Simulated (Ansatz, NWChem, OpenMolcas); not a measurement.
**How basis sets differ on GaH2O2F (SMILES [OH][Ga]([OH])[F])**

GaH2O2F: 6 atoms, total charge 0, spin state singlet. SMILES: `[OH][Ga]([OH])[F]`. Geometry: relaxed at PBE0-D4/def2-TZVP. This is one conformer, not always the lowest.

Each level gives the HOMO–LUMO gap (eV). The values are calculated.

```json
{"level": "HF/ANO-RCC-MB (DKH2)", "kind": "Hartree–Fock", "program": "OpenMolcas", "value (eV)": "16.40", "CPU time": "6.6 s"}
{"level": "HF/STO-3G", "kind": "Hartree–Fock", "program": "Ansatz", "value (eV)": "14.52", "CPU time": "0.5 s"}
{"level": "HF/3-21G", "kind": "Hartree–Fock", "program": "NWChem", "value (eV)": "15.36", "CPU time": "4.9 s"}
{"level": "HF/6-31G* (spherical functions)", "kind": "Hartree–Fock", "program": "OpenMolcas", "value (eV)": "15.46", "CPU time": "7.7 s"}
{"level": "HF/ANO-RCC-VDZP (DKH2, RICD fitting)", "kind": "Hartree–Fock", "program": "OpenMolcas", "value (eV)": "15.46", "CPU time": "9 s"}
{"level": "HF/def2-SVP", "kind": "Hartree–Fock", "program": "Ansatz", "value (eV)": "15.76", "CPU time": "1.9 s"}
```

All-electron rows without a relativistic Hamiltonian named are non-relativistic. The values span 14.52 to 16.40 eV. A Hartree–Fock LUMO above zero doesn't converge with the basis: it sinks as sets grow more diffuse. Orbital gaps aren't excitation energies. In so small a basis fixed costs decide the times, and correlated methods can beat functionals. Times are those of the runs behind each value, whatever else they computed, on shared processors of several kinds: orders of magnitude only.

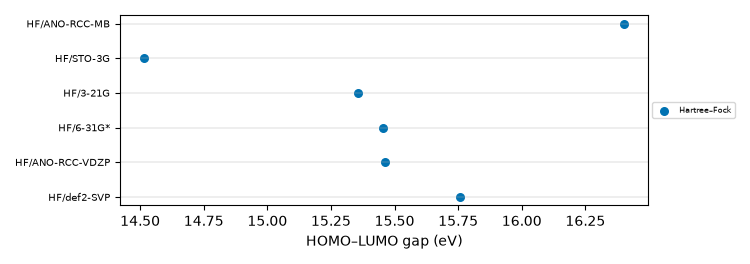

The values of the table, level by level.
